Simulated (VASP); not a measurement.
Band structure of TiS2 (1T layered). Computed with RPBE GGA, VASP's PBE PAW potentials (set 64) (plane waves; VASP).

Without a dispersion term in the relaxation, distances and binding between the weakly bound layers, chains or molecules are unreliable, and so is what depends on them.

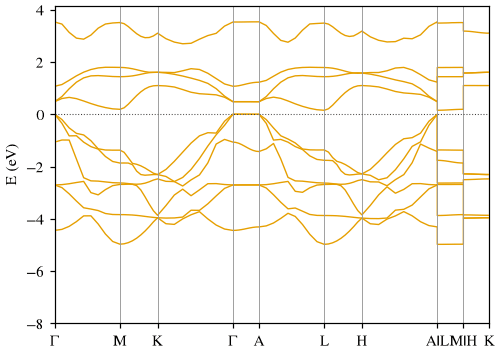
Fig. 1. Bands along high-symmetry lines, zero at the valence-band maximum or, without a gap, the Fermi level

Read the plot: is there a gap, and where are the band edges?

The gap is indirect, 0.15 eV, from the valence maximum at Γ to the conduction minimum at L. (Edges off the drawn lines would not show.)

The compound is TiS2 in the 1T layered structure. It was relaxed first, which changed the volume by +35 %.
